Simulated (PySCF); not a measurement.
# C2H3I (vinyl iodide): wB97X/def2-SVP (core potential)

What is the energy change on altering one bond length of C2H3I (vinyl iodide) at wB97X/def2-SVP (core potential)? Input form: a Python script.

The calculation is run with PySCF 2.14.0.

3 further runs of the same task are left out: 3 set aside as unsound or not needed.

### 1 The system as given

C2H3I has 6 atoms, charge 0, and is taken as a singlet. As SMILES, `C=CI`. Geometry: relaxed at PBE0-D4/def2-TZVP.

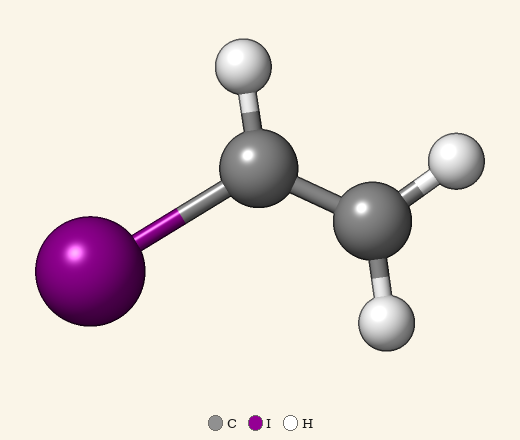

Viewed from a chosen angle; carbon grey, iodine purple, hydrogen white.

### 2 The energy at wB97X/def2-SVP (core potential)

Input file input.xyz:

```xyz
6
C2H3I
C     -0.622970     0.068690    -0.457440
C      0.372870     0.151340     0.404440
I      1.844550    -1.301740     0.608640
H     -0.748780    -0.771200    -1.129510
H     -1.355590     0.868170    -0.507340
H      0.509920     0.984730     1.081200
```

Input file job.py:

```python
from pyscf import gto, dft

molecule = gto.M(
    atom='input.xyz',
    charge=0,
    basis='def2-svp',
    max_memory=1860,
    verbose=3,
    ecp={'I': 'def2-svp'},
    spin=0,
)

mf = dft.RKS(molecule)
mf.xc = 'wb97x'
mf.conv_tol = 1e-10
mf.grids.level = 5
mf.kernel()
if not mf.converged:
    mf = mf.newton().run(mf.mo_coeff, mf.mo_occ)

e_tot = mf.e_tot
print('E(%s) = %.9f' % ('WB97X', e_tot))
```

On the command line:

```sh
OMP_NUM_THREADS=1 python job.py
```

The log of the run:

```text
converged SCF energy = -375.646825821302
E(WB97X) = -375.646825821
```

Wall time 15 s (1 thread of Arm Neoverse V2, shared host); peak memory 0.35 GiB.

### 3 The distorted shape at the same level

Input file input.py:

```python
from pyscf import gto, dft

mol = gto.Mole()
mol.atom = '''
C     -3.402116     2.326559    -1.173144
C     -1.520251     2.482745     0.455573
I      3.485694    -2.459932     1.150163
H     -3.639862     0.739397    -2.443172
H     -4.786567     3.837357    -1.267441
H     -1.261264     4.057624     1.734464
'''
mol.unit = 'bohr'
mol.ecp = {'I': 'def2-svp'}
mol.max_memory = 1860
mol.verbose = 3
mol.basis = 'def2-svp'
mol.build()

myscf = dft.RKS(mol)
myscf.xc = 'wb97x'
myscf.grids.level = 5
myscf.conv_tol = 1e-10
myscf.kernel()
if not myscf.converged:
    myscf = myscf.newton().run(myscf.mo_coeff, myscf.mo_occ)

e_tot = myscf.e_tot
print('E(%s) = %.9f' % ('WB97X', e_tot))
```

On the command line:

```sh
OMP_NUM_THREADS=1 python input.py
```

The log of the run:

```text
converged SCF energy = -375.495765331834
E(WB97X) = -375.495765332
```

Wall time 17 s (1 thread of Arm Neoverse V2, shared host); peak memory 0.35 GiB.

### 4 Summary of results

Level: wB97X/def2-SVP (core potential).

| quantity | value |
| --- | --- |
| first shape: total energy | -375.64683 Eh |
| first shape: dipole moment | 1.21 D |
| first shape: HOMO energy | -9.19 eV |
| first shape: LUMO energy | 1.81 eV |
| first shape: HOMO–LUMO gap | 10.99 eV |
| distorted shape: total energy | -375.49577 Eh |
| distorted shape: dipole moment | 5.23 D |
| distorted shape: HOMO energy | -8.96 eV |
| distorted shape: LUMO energy | -3.54 eV |
| distorted shape: HOMO–LUMO gap | 5.42 eV |
| energy change with the C2–I3 bond stretched from 2.078 to 3.741 Å | 4.111 eV |

What this shows: With the C2–I3 bond stretched from 2.078 to 3.741 Å the energy rises by 4.11 eV (397 kJ/mol). The first shape isn't relaxed at this level, so the change isn't measured from a minimum. A restricted reference can't describe the breaking bond well at this length. Mulliken charges (first shape) run from -0.22 on C2 to +0.08 on H6.
